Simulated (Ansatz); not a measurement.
C7H8OSi (SMILES c1ccc2c(c1)CO[SiH2]2)

```xyz
17

C    -0.3094    1.7318   -1.0539
C     0.7438    2.3964   -0.4187
C     1.3782    1.8123    0.6744
C     0.9616    0.5600    1.1373
C    -0.0973   -0.1014    0.4938
C    -0.7333    0.4849   -0.6026
C    -0.4664   -1.4474    1.0746
O     0.3627   -1.7468    2.1707
Si    1.5040   -0.5655    2.5239
H    -0.8041    2.1946   -1.9115
H     1.0677    3.3746   -0.7819
H     2.2012    2.3395    1.1651
H    -1.5581   -0.0294   -1.1044
H    -0.3668   -2.2365    0.3060
H    -1.5243   -1.4485    1.3969
H     2.8973   -1.0915    2.4138
H     1.3249   -0.0174    3.9014
```

Geometry: PBE0-D3(BJ)/def2-SVP.

All numbers below come from Ansatz 0.2.0, isolated molecule in a Gaussian basis; Kohn-Sham density functional theory, functional PBE0.

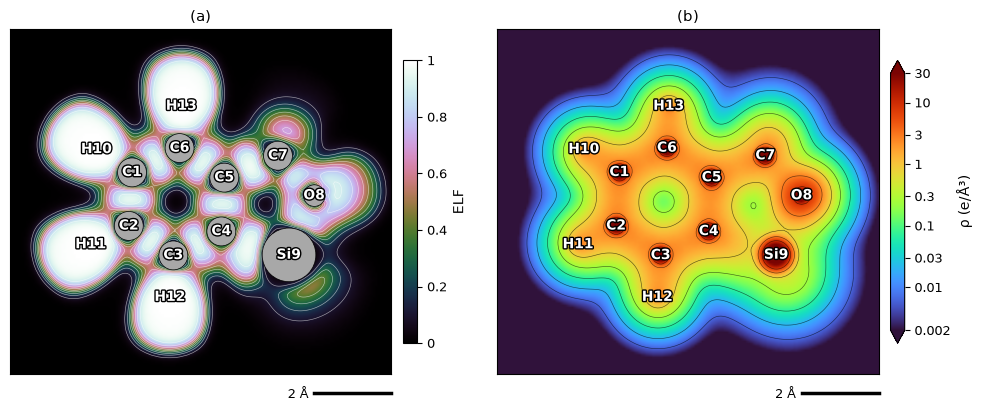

Figure 1. (a) electron localisation function; (b) total electron density on the plane of atoms C5, C6 and H13. Grey discs cover the atomic cores in the ELF map.

### Interpret the plot.

- Atoms in the plane: C, O, Si and H.
- C–C (1.39 Å): the density is about 2.1 e/Å³ at the midpoint; the ELF peaks at about 0.95 between the atoms: localised, covalent bonding.
- C–O (1.41 Å): ρ is about 2.1 e/Å³ halfway, with its minimum of 1.7 e/Å³ about 0.5 Å from C; the ELF peaks at about 0.90 between the atoms; a polar covalent bond.
- Si–O (1.68 Å): ρ at the midpoint is about 1.1 e/Å³; the ELF peaks at about 0.90 between the atoms: a shared but strongly polarised pair.
- C–Si (1.87 Å): ρ is about 0.96 e/Å³ halfway; the ELF peaks at about 0.95 between the atoms (localised, covalent bonding).
- C–H (1.09 Å): ρ at the midpoint is about 1.9 e/Å³; the ELF climbs to about 1 towards the hydrogen, as it does in any bond to H (a covalent bond by its length).
- The ELF also peaks beside O8, away from the bonds: lone-pair regions.

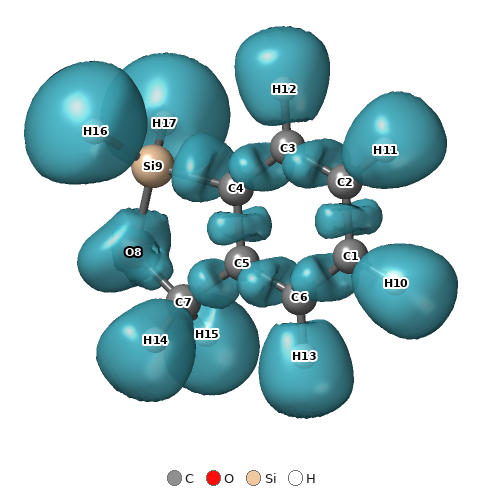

Figure 2. Isosurface of the ELF at 0.75 (cyan), seen at an oblique angle. Core shells and regions of very low density are left out.

### Describe the localisation domains.

The ELF exceeds this value in seven regions between bonded C–C atoms (shared pairs), one region between bonded C–Si atoms (shared pairs), eight regions around hydrogen nuclei and one region on O in which the atom's valence shell and bonds are merged.

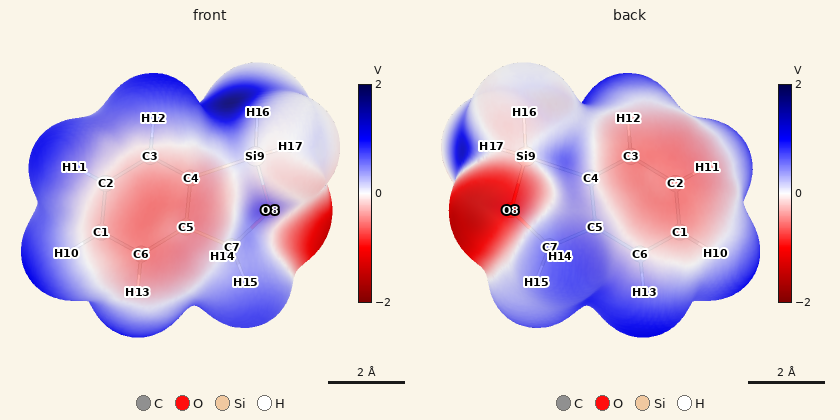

Figure 3. The molecular electrostatic potential painted on the density surface at 0.002 e/bohr³, seen from the front and from behind; red is negative and blue positive.

### Which sites attract a positive test charge, and which a negative one?

A positive charge is drawn to the negative regions and a negative charge to the positive ones. The most negative region (about −1.4 V) lies over O8, the most positive (about +1.6 V) over Si9. O8 is the likeliest acceptor of a hydrogen bond.
